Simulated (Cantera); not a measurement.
A closed system holds: 1 mol Si, a varied amount of N₂O, 620 mol N₂, held at 2175 K and 9.10 bar.

Cantera equilibrium calculation (NASA polynomials, part measured and part estimated; ideal gas, pure solids and liquids). Candidate condensed phases: Si, SiO₂, Si₂N₂O, Si₃N₄; 16 gas species. The tables hold silica as quartz up to 1696 K and as liquid above; real silica turns to tridymite and cristobalite and melts near 1996 K. Equilibrium is a limit: real reactors are often held back by kinetics, nucleation or transport.

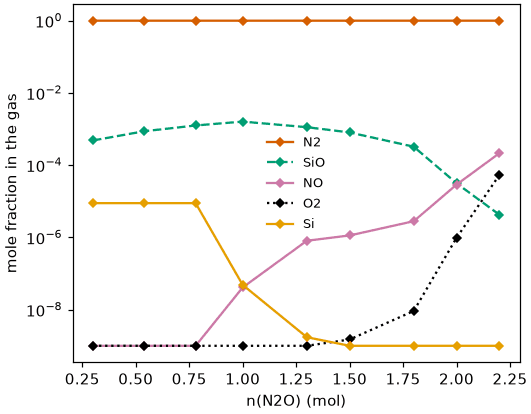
*Equilibrium gas composition (values under 1e-9 drawn at 1e-9)*

From 0.3 mol N₂O to 0.78 mol N₂O the condensed part is Si₃N₄(s). At 1 mol N₂O nothing is condensed. From 1.3 mol N₂O to 2.2 mol N₂O the condensed part is SiO₂(l). The main Si-bearing gas is SiO throughout. The share of Si in condensed phases is highest at 2.2 mol N₂O (99.7 %) and lowest at 1 mol N₂O (0.0 %).
